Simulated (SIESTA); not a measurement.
Band structure of HfMg6Sn (Amm2, 8 atoms in the cell).

```xyz
8
Lattice="4.9824 0.0000 0.0000 0.0000 3.2555 5.5243 0.0000 -3.2555 5.5243" Properties=species:S:1:pos:R:3 pbc="T T T"
Mg     2.4912    -1.6315     6.4433
Mg     2.4912     1.6315     6.4433
Mg     2.4912     0.0000     3.6790
Mg     0.0000    -1.5968     4.6255
Mg     0.0000     1.5968     4.6255
Mg     0.0000     0.0000     1.8340
Hf     0.0000     0.0000     7.3927
Sn     2.4912     0.0000     9.1511
```

Computed with GGA PBEsol, numerical atomic orbitals TZP, PseudoDojo PBEsol standard norm-conserving potentials (rewritten from UPF to PSML) (SIESTA).

Settings: XC.functional = GGA; XC.authors = PBEsol; potentials = PseudoDojo PBEsol standard; PAO.BasisSize = TZP; PAO.EnergyShift = 0.01 Ry; MeshCutoff = 400 Ry; kgrid.MonkhorstPack = 4 3 3; OccupationFunction = MP; OccupationMPOrder = 0; ElectronicTemperature = 200 meV; MaxSCFIterations = 150; SCF.Mixer.Method = Pulay; SCF.Mixer.Weight = 0.2; SCF.Mixer.History = 8.

The starting cell comes from a database of computed structures (which also holds hypothetical and non-ambient phases and stackings), without a prior relaxation at this level. Spin-orbit coupling is off. Values carry the incompleteness of an atom-centred basis.

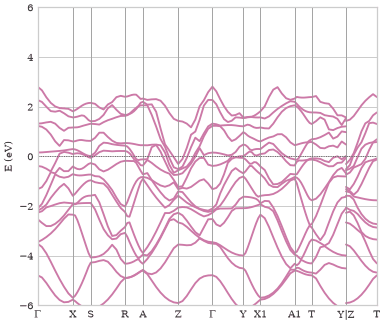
Fig. 1. Bands along the path, energies from the Fermi level.

Levels in eV from the Fermi level, bands 40 to 45:
| point | 40 | 41 | 42 | 43 | 44 | 45 |
|---|---|---|---|---|---|---|
| Γ | -2.19 | -2.10 | -1.32 | -0.38 | 0.16 | 1.23 |
| X | -1.58 | -0.71 | -0.40 | 0.10 | 0.30 | 0.60 |
| S | -0.96 | -0.73 | -0.27 | -0.06 | 0.02 | 0.63 |
| R | -2.23 | -2.01 | -0.18 | 0.22 | 0.44 | 0.54 |
| A | -0.90 | -0.83 | -0.72 | -0.36 | -0.12 | 0.45 |
| Z | -1.58 | -1.41 | -1.32 | -1.23 | -0.73 | -0.56 |
| Y | -0.81 | -0.68 | -0.06 | 0.02 | 0.48 | 0.98 |
| X1 | -1.58 | -0.71 | -0.40 | 0.10 | 0.30 | 0.60 |
| A1 | -0.90 | -0.83 | -0.72 | -0.36 | -0.12 | 0.45 |
| T | -2.72 | -1.77 | -0.13 | -0.08 | 0.58 | 0.69 |

Bands cross the Fermi level along this path, so the cell is metallic at this level.

Higher empty bands are left out: an atom-centred basis made for the valence describes them poorly.
